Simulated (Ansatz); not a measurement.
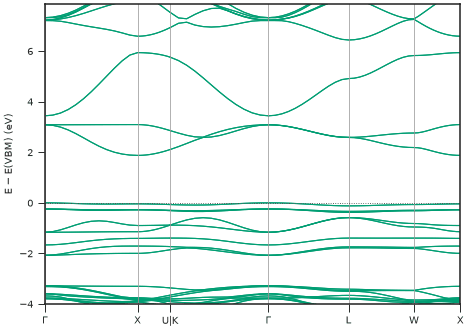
Fig. 1. Band structure from the program Ansatz at the r²SCAN with spin–orbit coupling level (PAW)

**Question.** Read off the gap and where the band edges lie.

**Answer.** About 1.9 eV (1.88 eV by a search for the band edges); maximum at Γ, minimum at X.

The material is Rb₂AgRhF₆ in space group Fm-3m (No. 225; Rb on 8c, Ag on 4b, Rh on 4a, F on 24e).

The first step of the workflow began from a Materials Project structure, measured or hypothetical; the Crystallography Open Database copy checked does not list it. Its standing as an ambient phase is unchecked. The r²SCAN relaxation kept the symmetry of its start; its stability against distortions is not shown here. No spin polarisation was allowed.

Potentials: the later of the program's two PAW sets.
